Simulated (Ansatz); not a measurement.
# AlSbH3F (SMILES [F][AlH][SbH2]) at r2SCAN/def2-SVP (core potential)

Aim: the vertical ionisation energy of AlSbH3F at r2SCAN/def2-SVP (core potential), from 2 runs. 

The calculation is run with Ansatz 0.2.0.

60 further runs of the same task are left out: 60 set aside as unsound or not needed.

## (1) The system as given

The species is AlSbH3F (6 atoms), meant as a singlet with charge 0. As SMILES, `[F][AlH][SbH2]`. The shape is that of a PBE0-D4/def2-TZVP optimisation. This is one conformer, not always the lowest.

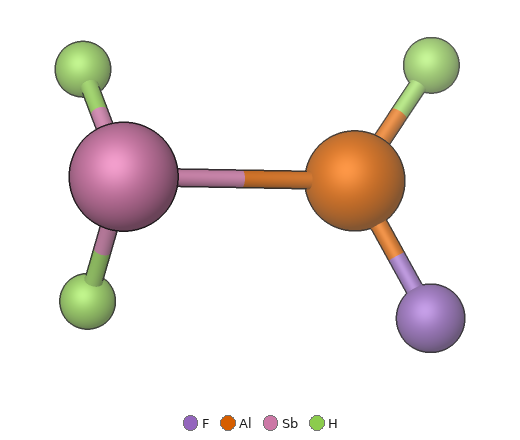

The structure, seen from a chosen angle (fluorine purple, aluminium orange, antimony pink, hydrogen green).

## (2) The energy at r2SCAN/def2-SVP (core potential)

The input, molecule.yaml:

```yaml
crystal:
  periodic: [false, false, false]
  atoms:
    - {symbol: F, position_ang: [-1.114600, -1.632400, 1.262300]}
    - {symbol: Al, position_ang: [-0.336100, -1.039300, -0.069800]}
    - {symbol: Sb, position_ang: [1.279900, 1.003700, 0.334800]}
    - {symbol: H, position_ang: [-0.594800, -1.800700, -1.431700]}
    - {symbol: H, position_ang: [0.842100, 1.592000, -1.209900]}
    - {symbol: H, position_ang: [-0.034400, 1.812900, 1.068100]}
basis:
  gaussian: {orbitals: def2-SVP}
hamiltonian: {xc: {name: r2SCAN}}
accuracy: high
output: {orbitals: {seedname: orbitals}}
```

On the command line:

```
$ ansatz run molecule.yaml --threads 1 --pin off --max-ram 3480MiB --events-out events.jsonl --progress --plain --runs-dir runs
```

The program printed:

```text
Warning: RAYON_NUM_THREADS=1 ignored (pool sized by the plan → 1); use --threads N
Functional definition: r2SCAN
  name "r2SCAN"
  parameter k0 = 0.174
  parameter k1 = 0.065
  parameter a1 = 4.9479
  exchange = r2scan_x(k0 = k0, k1 = k1, a1 = a1)
  correlation = r2scan_c
1642 factors; integrals over basis functions are off by at most 3.6e-9 eV
mean field evaluation 1: about -15896.0482 eV, gradient 3.6e1 eV
mean field evaluation 2: about -15886.9964 eV, gradient 8.3e1 eV
mean field evaluation 4: about -15898.3253 eV, gradient 2.1e0 eV
mean field evaluation 8: about -15898.3355 eV, gradient 1.5e-1 eV
mean field evaluation 16: about -15898.3356 eV, gradient 2.9e-5 eV
mean field -15898.33559043 eV, -584.2530566692 hartree, gradient 7.7e-8 eV, S^2 0.000000; 0 other end points of the search recorded, 0 dependent functions left out
reference -15898.33559127 eV, -584.2530567002 hartree; 24, 24 occupied and 49, 49 virtual orbitals, 1642 factors
Total energy: -15898.33559127 eV, -584.2530567002 hartree
```

It took 12 s on 1 thread of Arm Neoverse V1, shared host; peak memory 0.25 GiB.

## (3) The doublet cation at the same level

The input, job.yaml:

```yaml
crystal:
  periodic: [false, false, false]
  atoms:
    - symbol: F
      position_ang: [-1.114600, -1.632400, 1.262300]
    - symbol: Al
      position_ang: [-0.336100, -1.039300, -0.069800]
    - symbol: Sb
      position_ang: [1.279900, 1.003700, 0.334800]
    - symbol: H
      position_ang: [-0.594800, -1.800700, -1.431700]
    - symbol: H
      position_ang: [0.842100, 1.592000, -1.209900]
    - symbol: H
      position_ang: [-0.034400, 1.812900, 1.068100]
basis:
  gaussian:
    orbitals: def2-SVP
total_charge: 1
magnetization:
  spin_polarized: true
  initial_magnetization: 1
hamiltonian:
  xc: r2scan
accuracy: high
output:
  orbitals: {seedname: orbitals}
```

On the command line:

```
$ ansatz run job.yaml --threads 1 --pin off --max-ram 3480MiB --events-out events.jsonl --progress --plain --runs-dir runs
```

The program printed:

```text
Warning: RAYON_NUM_THREADS=1 ignored (pool sized by the plan → 1); use --threads N
Functional definition: r2SCAN
  name "r2SCAN"
  parameter k0 = 0.174
  parameter k1 = 0.065
  parameter a1 = 4.9479
  exchange = r2scan_x(k0 = k0, k1 = k1, a1 = a1)
  correlation = r2scan_c
1642 factors; integrals over basis functions are off by at most 3.6e-9 eV
mean field evaluation 1: about -15879.4906 eV, gradient 5.2e1 eV
mean field evaluation 2: about -15593.5698 eV, gradient 1.7e2 eV
mean field evaluation 4: about -15888.7227 eV, gradient 7.5e0 eV
mean field evaluation 8: about -15889.2016 eV, gradient 3.3e-1 eV
mean field evaluation 16: about -15889.2030 eV, gradient 5.1e-4 eV
mean field -15889.20300591 eV, -583.9174403784 hartree, gradient 9.9e-8 eV, S^2 0.760003; 0 other end points of the search recorded, 0 dependent functions left out
reference -15889.20300950 eV, -583.9174405104 hartree; 24, 23 occupied and 49, 50 virtual orbitals, 1642 factors
Total energy: -15889.20300950 eV, -583.9174405104 hartree
```

It took 24 s on 1 thread of Arm Neoverse V1, shared host; peak memory 0.4 GiB.

## (4) Results

At r2SCAN/def2-SVP (core potential):

| quantity | value |
| --- | --- |
| singlet AlSbH3F: total energy | -584.25306 Eh |
| singlet AlSbH3F: HOMO energy | -6.40 eV |
| singlet AlSbH3F: LUMO energy | -1.87 eV |
| singlet AlSbH3F: HOMO–LUMO gap | 4.53 eV |
| doublet cation: total energy | -583.91744 Eh |
| doublet cation: HOMO energy (highest over α and β) | -13.31 eV |
| doublet cation: LUMO energy (lowest over α and β) | -11.77 eV |
| doublet cation: ⟨S²⟩ | 0.760 |
| vertical ionisation energy (to the doublet cation) | 9.133 eV |

In words: Removing an electron at fixed nuclei costs 9.13 eV (881 kJ/mol). The negative HOMO energy of the first species, 6.40 eV, lies 2.73 eV below that difference.
